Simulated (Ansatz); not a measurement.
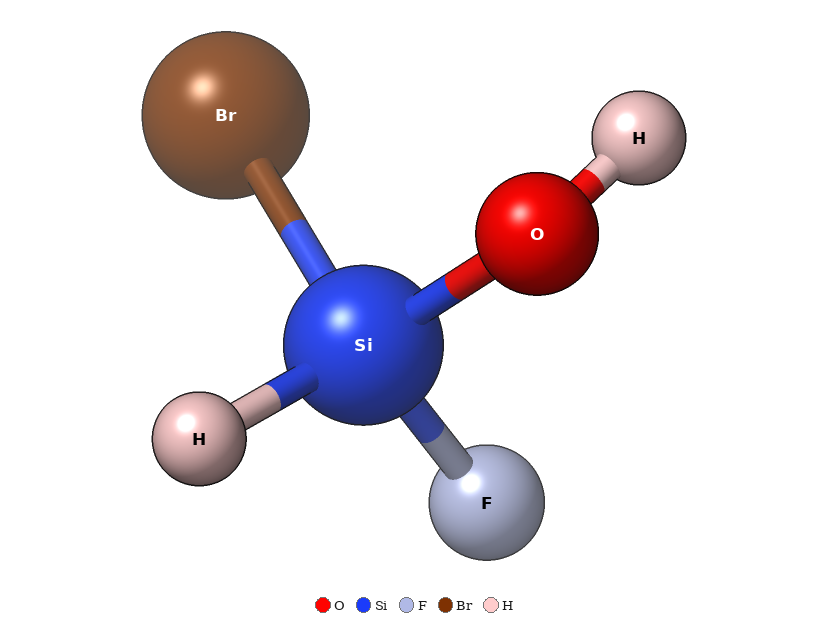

Simulated data, not a measurement (program: Ansatz).

Orthographic view. Distant atoms are faded towards the background colour. Geometry: moved along internal coordinates away from the minimum.

Question: Give the standard InChI.

Answer: InChI=1S/BrFH2OSi/c1-4(2)3/h3-4H/t4-/m0/s1
